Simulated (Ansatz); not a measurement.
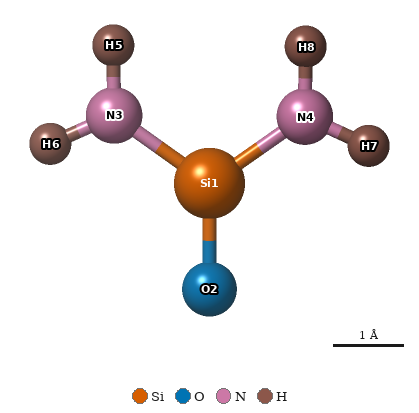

The input geometry (ball-and-stick view, seen on its broad side; atoms are numbered from 1 in the order of the input). Bond lengths as drawn: H–N 1.00 to 1.01 Å, N–Si 1.68 Å and O–Si 1.52 Å.

## SiN2H4O: geometry relaxation

The run: geometry relaxation of SiN2H4O. Method and program: RKS PBE0-D4/def2-TZVP (Ansatz 0.2.0).

Figures and captions count atoms from 1; the log counts them from 0 in places.

Input
```yaml
crystal:
  periodic: [false, false, false]
  atoms:
    - {symbol: Si, position_ang: [-0.185471, 0.314249, 0.182422]}
    - {symbol: O, position_ang: [-0.183063, 0.383362, -1.332252]}
    - {symbol: N, position_ang: [1.001052, 0.951817, 1.181307]}
    - {symbol: N, position_ang: [-1.375836, -0.410195, 1.115328]}
    - {symbol: H, position_ang: [1.009394, 0.911130, 2.185028]}
    - {symbol: H, position_ang: [1.797093, 1.425026, 0.789466]}
    - {symbol: H, position_ang: [-2.169276, -0.847808, 0.679327]}
    - {symbol: H, position_ang: [-1.386898, -0.462078, 2.118503]}
basis:
  gaussian: {orbitals: def2-TZVP}
hamiltonian: {xc: pbe0, dispersion: d4}
relax: {f_tol: 0.005, max_steps: 200}
```

Run on 4 threads of Arm Neoverse V1, 23 GiB of memory available, shared host.

Launched with:
```bash
ansatz run in.yaml --threads 4 --pin off --events-out ev --progress --plain --max-ram 9574MiB
```

Log
```
Functional definition: PBE0
  name "PBE0"
  cite "Adamo & Barone, J. Chem. Phys. 110, 6158 (1999) doi:10.1063/1.478522"
  cite "Perdew, Burke & Ernzerhof, Phys. Rev. Lett. 77, 3865 (1996) doi:10.1103/PhysRevLett.77.3865"
  parent pbe
  parameter a = 0.25
  parameter kappa = 0.804
  parameter beta = 0.06672455060314922
  exchange = (1 - a)*pbe_x(kappa = kappa, mu = beta*pi^2/3) + a*exact_x
  correlation = pbe_c(beta = beta)
905 factors; their error is unknown
mean field evaluation 1: about -12950.2486 eV, gradient 9.4e1 eV
mean field evaluation 2: about -12921.0553 eV, gradient 1.5e2 eV
mean field evaluation 4: about -12965.6120 eV, gradient 6.3e0 eV
mean field evaluation 8: about -12965.7328 eV, gradient 2.7e-1 eV
mean field evaluation 16: about -12965.7329 eV, gradient 4.1e-5 eV
mean field -12965.73289551 eV, -476.4818954204 hartree, gradient 4.1e-5 eV, S^2 0.000000; 0 other end points of the search recorded, 0 dependent functions left out
the calculation of the forces begins
reference -12965.73292212 eV, -476.4818963984 hartree; 20, 20 occupied and 134, 134 virtual orbitals, 905 factors
relax step   1: F+E_penalty+E_count = -12965.85916059 eV  Δ(F+E_penalty+E_count) = +0.000e0 eV  max|allowed force component| = 1.016e-1 eV/Å  Δτ_max = 0.0000 Å  (27 SCF iters, accepted)
these checks for a lower state are left out or cut short: starts, cluster_reference, orbital_swaps, neighbouring_geometries, increment
905 factors; their error is unknown
mean field -12965.73297009 eV, -476.4818981614 hartree, gradient 1.0e-5 eV, S^2 0.000000; 0 other end points of the search recorded, 0 dependent functions left out
the calculation of the forces begins
reference -12965.73299670 eV, -476.4818991393 hartree; 20, 20 occupied and 134, 134 virtual orbitals, 905 factors
relax step   2: F+E_penalty+E_count = -12965.85923205 eV  Δ(F+E_penalty+E_count) = -7.146e-5 eV  max|allowed force component| = 5.751e-2 eV/Å  Δτ_max = 0.0012 Å  (33 SCF iters, accepted)
these checks for a lower state are left out or cut short: starts, cluster_reference, orbital_swaps, neighbouring_geometries, increment
905 factors; their error is unknown
mean field -12965.73300477 eV, -476.4818994360 hartree, gradient 1.0e-5 eV, S^2 0.000000; 0 other end points of the search recorded, 0 dependent functions left out
the calculation of the forces begins
reference -12965.73303138 eV, -476.4819004137 hartree; 20, 20 occupied and 134, 134 virtual orbitals, 905 factors
relax step   3: F+E_penalty+E_count = -12965.85926447 eV  Δ(F+E_penalty+E_count) = -3.242e-5 eV  max|allowed force component| = 7.491e-3 eV/Å  Δτ_max = 0.0023 Å  (33 SCF iters, accepted)
these checks for a lower state are left out or cut short: starts, cluster_reference, orbital_swaps, neighbouring_geometries, increment
905 factors; their error is unknown
mean field evaluation 32: about -12965.6862 eV, gradient 1.2e-4 eV
mean field -12965.73300708 eV, -476.4818995207 hartree, gradient 1.0e-5 eV, S^2 0.000000; 0 other end points of the search recorded, 0 dependent functions left out
the calculation of the forces begins
reference -12965.73303368 eV, -476.4819004984 hartree; 20, 20 occupied and 134, 134 virtual orbitals, 905 factors
relax step   4: F+E_penalty+E_count = -12965.85926749 eV  Δ(F+E_penalty+E_count) = -3.018e-6 eV  max|allowed force component| = 6.316e-3 eV/Å  Δτ_max = 0.0018 Å  (33 SCF iters, accepted)
these checks for a lower state are left out or cut short: starts, cluster_reference, orbital_swaps, neighbouring_geometries, increment
905 factors; their error is unknown
mean field -12965.73300999 eV, -476.4818996276 hartree, gradient 1.0e-5 eV, S^2 0.000000; 0 other end points of the search recorded, 0 dependent functions left out
the calculation of the forces begins
reference -12965.73303659 eV, -476.4819006053 hartree; 20, 20 occupied and 134, 134 virtual orbitals, 905 factors
relax step   5: F+E_penalty+E_count = -12965.85927072 eV  Δ(F+E_penalty+E_count) = -3.235e-6 eV  max|allowed force component| = 9.557e-4 eV/Å  Δτ_max = 0.0007 Å  (22 SCF iters, accepted)
```

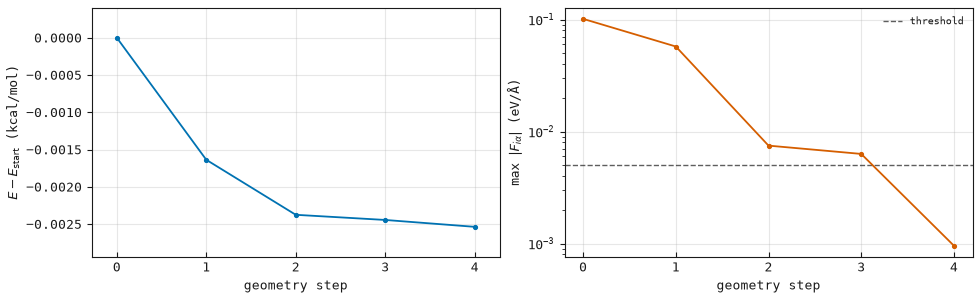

Progress of the relaxation, step by step (the first geometry is step 0 here and step 1 in the log). No atom moves by more than 0.005 Å after the best rigid fit. After 4 geometry steps the energy has fallen by next to nothing (0.0 kcal/mol). Largest force component: 0.1 eV/Å at the start, 0.00096 eV/Å at the end.

```
905 factors; their error is unknown
mean field -12965.73300999 eV, -476.4818996276 hartree, gradient 1.0e-5 eV, S^2 0.000000; 1 other end points of the search recorded, 0 dependent functions left out
the calculation of the forces begins
reference -12965.73303659 eV, -476.4819006053 hartree; 20, 20 occupied and 134, 134 virtual orbitals, 905 factors
Total energy: -12965.85929733 eV, -476.4865406016 hartree
Atom 0 at    -0.185495     0.314433     0.179253 Å, force     0.000094     0.000028    -0.000708 eV/Å
Atom 1 at    -0.182965     0.383369    -1.334799 Å, force     0.000004    -0.000046     0.000956 eV/Å
Atom 2 at     1.000253     0.950687     1.181670 Å, force     0.000391     0.000180     0.000267 eV/Å
Atom 3 at    -1.374480    -0.410104     1.115740 Å, force    -0.000489    -0.000332     0.000332 eV/Å
Atom 4 at     1.006800     0.909699     2.185308 Å, force    -0.000258    -0.000143    -0.000282 eV/Å
Atom 5 at     1.796323     1.425125     0.791562 Å, force    -0.000209    -0.000043    -0.000137 eV/Å
Atom 6 at    -2.169081    -0.847166     0.681472 Å, force     0.000174     0.000177    -0.000144 eV/Å
Atom 7 at    -1.384361    -0.460539     2.118921 Å, force     0.000293     0.000179    -0.000284 eV/Å
Dipole moment:    -0.001923    -0.053276     1.168772 e Å
```

Trajectory as extended XYZ (Å, eV, eV/Å), 5 frames, from step=1 to step=5
```
8
Properties=species:S:1:pos:R:3:forces:R:3 step=1 energy=-12965.85916
Si   -0.1855    0.3142    0.1824   -0.0014   0.0072  -0.1016
O    -0.1831    0.3834   -1.3323    0.0007  -0.0026   0.0311
N     1.0011    0.9518    1.1813    0.0134   0.0042   0.0387
N    -1.3758   -0.4102    1.1153   -0.0121  -0.0104   0.0378
H     1.0094    0.9111    2.1850    0.0033   0.0020  -0.0022
H     1.7971    1.4250    0.7895   -0.0048  -0.0020  -0.0009
H    -2.1693   -0.8478    0.6793    0.0042   0.0032  -0.0007
H    -1.3869   -0.4621    2.1185   -0.0033  -0.0017  -0.0023
8
Properties=species:S:1:pos:R:3:forces:R:3 step=2 energy=-12965.85923
Si   -0.1856    0.3146    0.1813    0.0004   0.0020  -0.0575
O    -0.1830    0.3833   -1.3331   -0.0001  -0.0006   0.0174
N     1.0008    0.9515    1.1815    0.0054   0.0015   0.0228
N    -1.3755   -0.4101    1.1155   -0.0050  -0.0045   0.0224
H     1.0087    0.9107    2.1852    0.0014   0.0010  -0.0013
H     1.7968    1.4249    0.7901   -0.0012   0.0001  -0.0012
H    -2.1690   -0.8477    0.6799    0.0006   0.0011  -0.0011
H    -1.3862   -0.4617    2.1187   -0.0015  -0.0006  -0.0014
8
Properties=species:S:1:pos:R:3:forces:R:3 step=3 energy=-12965.85926
Si   -0.1850    0.3135    0.1794   -0.0045   0.0075   0.0061
O    -0.1829    0.3833   -1.3346    0.0016  -0.0027  -0.0022
N     1.0003    0.9508    1.1818    0.0015  -0.0015  -0.0030
N    -1.3746   -0.4101    1.1159    0.0007  -0.0020  -0.0030
H     1.0074    0.9097    2.1854   -0.0008  -0.0004   0.0001
H     1.7958    1.4258    0.7912    0.0004  -0.0006   0.0009
H    -2.1694   -0.8464    0.6811    0.0003  -0.0007   0.0009
H    -1.3846   -0.4611    2.1190    0.0007   0.0005   0.0002
8
Properties=species:S:1:pos:R:3:forces:R:3 step=4 energy=-12965.85927
Si   -0.1859    0.3151    0.1793    0.0030  -0.0055   0.0063
O    -0.1829    0.3832   -1.3348   -0.0012   0.0021  -0.0017
N     1.0001    0.9509    1.1818    0.0001   0.0015  -0.0035
N    -1.3746   -0.4099    1.1159   -0.0012   0.0007  -0.0036
H     1.0070    0.9098    2.1854   -0.0007  -0.0001   0.0003
H     1.7964    1.4246    0.7914   -0.0004   0.0003   0.0010
H    -2.1687   -0.8475    0.6813   -0.0001   0.0005   0.0010
H    -1.3845   -0.4607    2.1190    0.0005   0.0006   0.0003
8
Properties=species:S:1:pos:R:3:forces:R:3 step=5 energy=-12965.85927
Si   -0.1855    0.3144    0.1793    0.0001   0.0000  -0.0007
O    -0.1830    0.3834   -1.3348    0.0000   0.0000   0.0010
N     1.0003    0.9507    1.1817    0.0004   0.0002   0.0003
N    -1.3745   -0.4101    1.1157   -0.0005  -0.0003   0.0003
H     1.0068    0.9097    2.1853   -0.0003  -0.0001  -0.0003
H     1.7963    1.4251    0.7916   -0.0002   0.0000  -0.0001
H    -2.1691   -0.8472    0.6815    0.0002   0.0002  -0.0001
H    -1.3844   -0.4605    2.1189    0.0003   0.0002  -0.0003
```

Results in brief

| quantity | value |
| --- | --- |
| outcome | converged |
| total energy | −12965.8593 eV |
| mean-field energy | −12965.7330 eV |
| dispersion energy | −0.1263 eV |
| SCF solution under orbital rotations | stable |
| largest force (length of the vector) at the end | 0.001 eV/Å |
| dipole moment | 5.62 D |
| wall time | 8 s (CPU time 29 s) |
| peak memory | 0.47 GiB |
